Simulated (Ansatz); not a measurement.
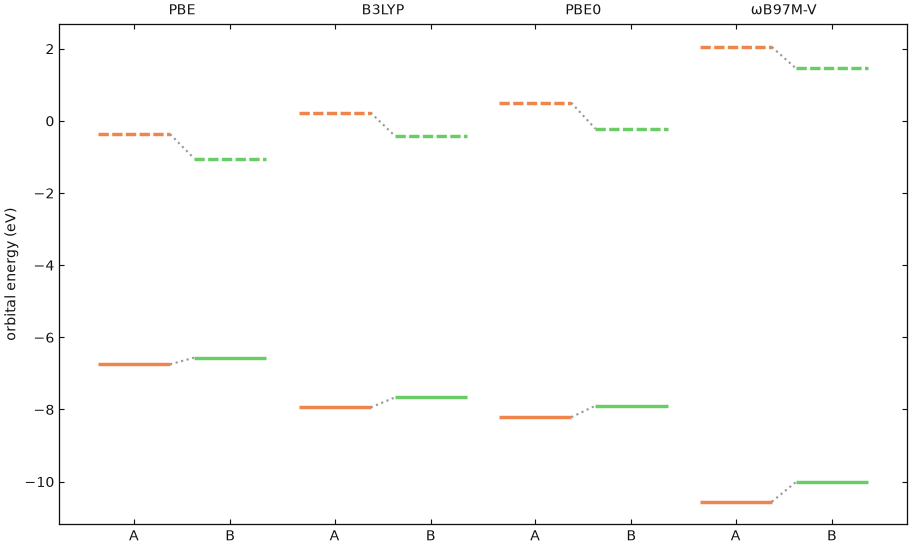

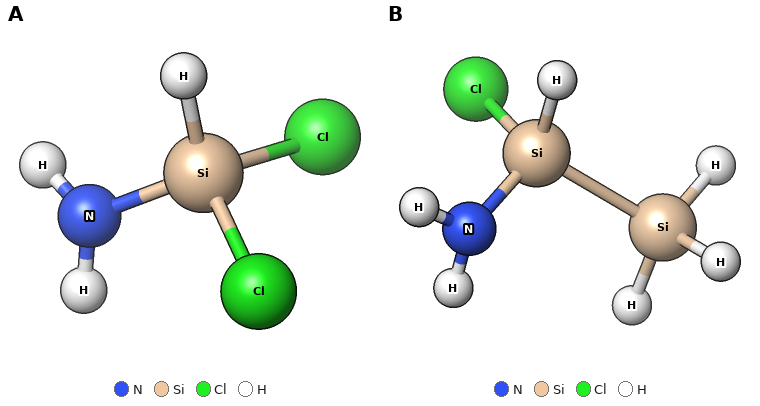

One change: A, SiNH₃Cl₂ (SMILES N[SiH](Cl)Cl), becomes B, Si₂NH₆Cl (SMILES N[Si@@H]([SiH3])Cl). Cl on Si is replaced by SiH₃. HOMO (solid) and LUMO (dashed) computed in def2-TZVPP at PBE0-D4/def2-TZVP geometries, both minima by their frequencies, gas phase, the Ansatz code 0.2.0. Empty levels above zero depend strongly on the basis.

What does the change do to HOMO and LUMO?

Answer. PBE: the HOMO rises by 0.19 eV, the LUMO falls by 0.67 eV, and the separation goes from 6.38 to 5.52 eV. B3LYP: the HOMO rises by 0.27 eV, the LUMO falls by 0.64 eV, and the separation goes from 8.17 to 7.25 eV. PBE0: the HOMO rises by 0.32 eV, the LUMO falls by 0.72 eV, and the separation goes from 8.72 to 7.67 eV. ωB97M-V: the HOMO rises by 0.55 eV, the LUMO falls by 0.59 eV, and the separation goes from 12.60 to 11.47 eV.

Do the functionals agree on the effect?

Answer. They agree on the direction for both levels; the HOMO shift lies between 0.19 and 0.55 eV and the LUMO shift between −0.72 and −0.59 eV, while the separations themselves differ by up to 6.2 eV between functionals.
